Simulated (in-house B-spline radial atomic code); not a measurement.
```
Z = 54
electrons = 46.0
configuration = [Kr] 4d10
hamiltonian = x2c
method = hf
lmax = 9
rms_radius = 4.7859
spin_polarised = False
box_radius = 7.7
intervals = 66
```

Launched with:
```bash
python run_gw.py task.json out
```

All-electron spherical atom, scalar X2C, Hartree-Fock start, no spin-orbit coupling, Breit or QED terms; computed with a B-spline radial code. The quasi-particle equation is solved at full frequency; levels of low quasi-particle weight Z are left out.

Mean-field and G₀W₀ levels (solid occupied, dashed empty) for Xe⁸⁺:

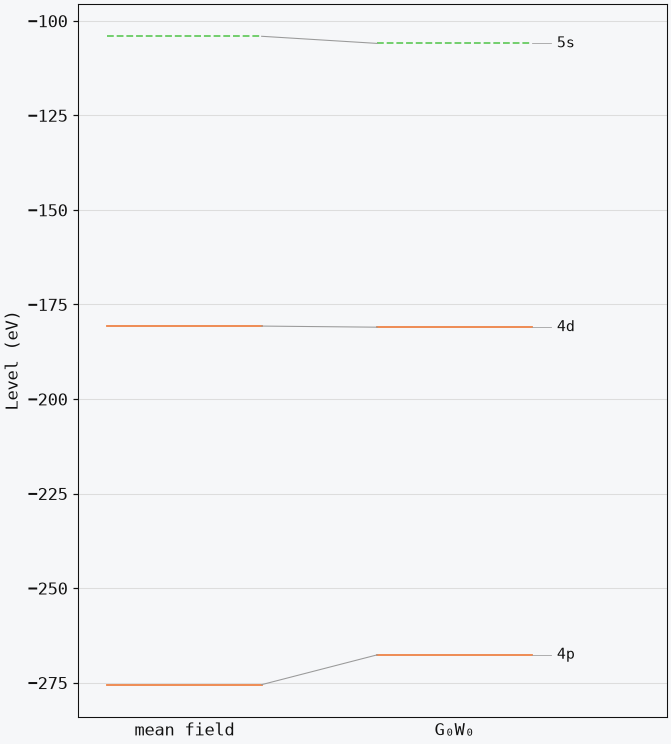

G₀W₀ moves the highest occupied level, 4d, from −180.71 to −181.01 eV (renormalisation factor Z = 0.98). The empty level 5s goes from −104.09 to −105.98 eV.

| Level | Mean field (eV) | Σc (eV) | Z | G₀W₀ (eV) |
| --- | --- | --- | --- | --- |
| 5s | −104.09 | −1.89 | 0.99 | −105.98 |
| 4d | −180.71 | −0.29 | 0.98 | −181.01 |
| 4p | −275.52 | 7.90 | 0.87 | −267.63 |
